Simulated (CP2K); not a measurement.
# GaH3 (SMILES [GaH3]): a first try and a second

Wanted: energy and gradient of GaH3, GFN0-xTB.

Program for the calculation: CP2K 2026.2.

3 further runs of the same task are left out: 1 that didn't finish, 2 set aside as unsound or not needed.

## Step 1: The molecule

The species is GaH3 (4 atoms), meant as a singlet with charge 0. SMILES: `[GaH3]`. The coordinates come from a PBE0-D4/def2-TZVP relaxation.

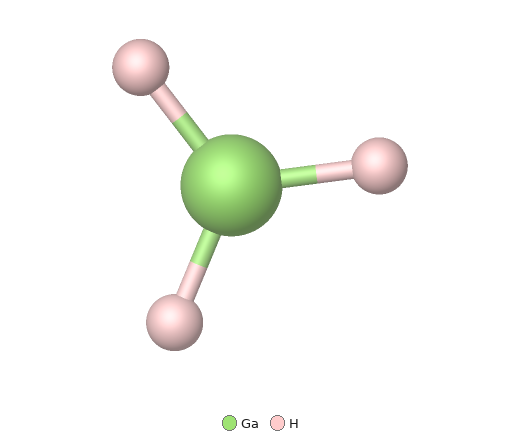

The structure, seen from a chosen angle (gallium green, hydrogen pink).

## Step 2: The input as first written

File molecule.xyz:

```xyz
4

Ga     0.013400    -0.014900    -0.004600
H      1.252400     0.343800     0.887700
H     -0.552100    -1.477800    -0.009700
H     -0.658400     1.088700    -0.893700
```

File run.inp:

```
&GLOBAL
  PROJECT run
  RUN_TYPE ENERGY_FORCE
  PRINT_LEVEL MEDIUM
&END GLOBAL

&FORCE_EVAL
  METHOD QUICKSTEP
  &DFT
    CHARGE 0
    MULTIPLICITY 1
    ! Quickstep
    &QS
      METHOD XTB
      EPS_DEFAULT 1.0E-10
      &XTB
        GFN_TYPE 0
        CHECK_ATOMIC_CHARGES F
      &END XTB
    &END QS
    ! cluster boundary conditions
    &POISSON
      PERIODIC NONE
      POISSON_SOLVER ANALYTIC
    &END POISSON
    &SCF
      GUESS ATOMIC
      EPS_SCF 1.0E-06
      MAX_SCF 150
      ADDED_MOS 4
      &DIAGONALIZATION
        ALGORITHM STANDARD
      &END DIAGONALIZATION
      &MIXING
        METHOD DIRECT_P_MIXING
        ALPHA 0.4
      &END MIXING
      &SMEAR ON
        METHOD FERMI_DIRAC
        ELECTRONIC_TEMPERATURE [K] 300
      &END SMEAR
    &END SCF
    ! extra output
    &PRINT
      &MOMENTS
        PERIODIC F
        REFERENCE COM
        MAX_MOMENT 1
      &END MOMENTS
      &MO ON
        ENERGIES T
        OCCUPATION_NUMBERS T
        NDIGITS 6
        &EACH
          QS_SCF 0
        &END EACH
        ADD_LAST NUMERIC
      &END MO
      &HIRSHFELD OFF
      &END HIRSHFELD
    &END PRINT
  &END DFT
  &SUBSYS
    ! vacuum box
    &CELL
      ABC [angstrom] 11.9 12.6 11.8
      PERIODIC NONE
    &END CELL
    &TOPOLOGY
      COORD_FILE_NAME molecule.xyz
      COORD_FILE_FORMAT XYZ
      &CENTER_COORDINATES
      &END CENTER_COORDINATES
    &END TOPOLOGY
  &END SUBSYS
  &PRINT
    &FORCES ON
    &END FORCES
  &END PRINT
&END FORCE_EVAL
```

Launch:

```bash
$ OMP_NUM_THREADS=1 cp2k.psmp -i run.inp -o run.out
```

Output:

```text
Possible matches for unknown keyword

 GUESS

   subsection GCE in section %__ROOT__%FORCE_EVAL%DFT%SCF score:  107
   subsection GCE in section %__ROOT__%FORCE_EVAL%DFT%XAS%SCF score:  107
   keyword SCF_GUESS in section %__ROOT__%FORCE_EVAL%DFT%SCF score:  106
   enum EHT in section %__ROOT__%FORCE_EVAL%DFT%SCF for keyword SCF_GUESS score:  106
   subsection SMEAR in section %__ROOT__%FORCE_EVAL%DFT%SCF score:  106

 *******************************************************************************
 *   ___                                                                       *
 *  /   \                                                                      *
 * [ABORT]                                                                     *
 *  \___/              found an unknown keyword GUESS in section SCF           *
 *    |                                                                        *
 *  O/|                                                                        *
 * /| |                                                                        *
 * / \                                               input/input_parsing.F:253 *
 *******************************************************************************

 ===== Routine Calling Stack =====

            5 section_vals_parse
            4 section_vals_parse
            3 section_vals_parse
            2 section_vals_parse
            1 read_input
```

Run time: 1.6 s. Hardware: 1 thread of Intel Xeon Platinum 8259CL at 2.50GHz (Skylake/Cascade Lake), shared host; peak memory 0.16 GiB.

## Step 3: Diagnosis

The input was rejected.

The log says `\___/              found an unknown keyword GUESS in section SCF`. The cause is that the input text is malformed or holds a word that the program doesn't know.

## Step 4: Second attempt

molecule.xyz is that of step 2.

File calc.inp:

```
&GLOBAL
  PROJECT calc
  RUN_TYPE ENERGY_FORCE
  PRINT_LEVEL MEDIUM
&END GLOBAL
&FORCE_EVAL
  METHOD QS
  &DFT
    ! Quickstep
    &QS
      METHOD XTB
      EPS_DEFAULT 1.0E-10
      &XTB
        GFN_TYPE 0
        CHECK_ATOMIC_CHARGES F
      &END XTB
    &END QS
    &POISSON
      PERIODIC NONE
      POISSON_SOLVER ANALYTIC
    &END POISSON
    &SCF
      SCF_GUESS ATOMIC
      EPS_SCF 1.0E-06
      MAX_SCF 150
      ADDED_MOS 4
      &DIAGONALIZATION
        ALGORITHM STANDARD
      &END DIAGONALIZATION
      &MIXING
        METHOD DIRECT_P_MIXING
        ALPHA 0.4
      &END MIXING
      &SMEAR ON
        METHOD FERMI_DIRAC
        ELECTRONIC_TEMPERATURE [K] 300
      &END SMEAR
    &END SCF
    ! extra output
    &PRINT
      &MOMENTS
        PERIODIC F
        REFERENCE COM
        MAX_MOMENT 1
      &END MOMENTS
      &MO ON
        ENERGIES T
        OCCUPATION_NUMBERS T
        NDIGITS 6
        &EACH
          QS_SCF 0
        &END EACH
        ADD_LAST NUMERIC
      &END MO
      &HIRSHFELD OFF
      &END HIRSHFELD
    &END PRINT
  &END DFT
  ! structure
  &SUBSYS
    &CELL
      ABC 11.9 12.6 11.8
      PERIODIC NONE
    &END CELL
    &TOPOLOGY
      COORD_FILE_NAME molecule.xyz
      COORD_FILE_FORMAT XYZ
      &CENTER_COORDINATES
      &END CENTER_COORDINATES
    &END TOPOLOGY
  &END SUBSYS
  &PRINT
    &FORCES ON
    &END FORCES
  &END PRINT
&END FORCE_EVAL
```

Launch:

```bash
$ OMP_NUM_THREADS=1 cp2k.psmp calc.inp > calc.out
```

Output:

```text
CP2K| version string:                                       CP2K version 2026.2
[...]
 GLOBAL| Method name                                                        CP2K
[...]
 GLOBAL| Run type                                                   ENERGY_FORCE
[...]
                             - Atoms:                                          4
[...]
                             - Spherical basis functions:                     15
[...]
 Number of electrons:                                                          6
[...]
  Fermi energy:                                                -0.24071670753208
[...]
 TB_DIPOLE| Moment [Debye]         -0.00296778       0.00103612       0.00308795
 TB_DIPOLE| Derivative [a.u.]       0.00000000       0.00000000       0.00000000
[...]
 ENERGY| Total FORCE_EVAL ( QS ) energy [hartree]             -2.972458055376832
 FORCES| Atomic forces [hartree/bohr]
 FORCES|   Atom     x               y               z               |f|
 FORCES|      1  2.77360608E-05 -1.12468550E-05 -2.07879557E-05   3.64406355E-05
 FORCES|      2 -3.72499165E-03 -1.07548733E-03 -2.67144142E-03   4.70837924E-03
 FORCES|      3  1.69100198E-03  4.39112897E-03  2.22143013E-05   4.70552811E-03
 FORCES|      4  2.00625361E-03 -3.30439478E-03  2.67001508E-03   4.69819741E-03
 FORCES| Sum    -2.60208521E-18 -7.37257477E-18 -4.77048956E-18
 FORCES| Total atomic force                                       9.15878141E-18
[...]
```

Run time: 1.8 s. Hardware: 1 thread of Intel Xeon Platinum 8259CL at 2.50GHz (Skylake/Cascade Lake), shared host; peak memory 0.19 GiB.

## Step 5: Summary of results

Level: GFN0-xTB.

```
                                 quantity         value
                             total energy   -2.97246 Eh
dipole moment (from atomic charges alone)        0.00 D
                              HOMO energy     -13.14 eV
                              LUMO energy      -5.62 eV
                            HOMO–LUMO gap       7.52 eV
                        dispersion energy  -1.31 kJ/mol
                 largest force on an atom    0.242 eV/Å
```
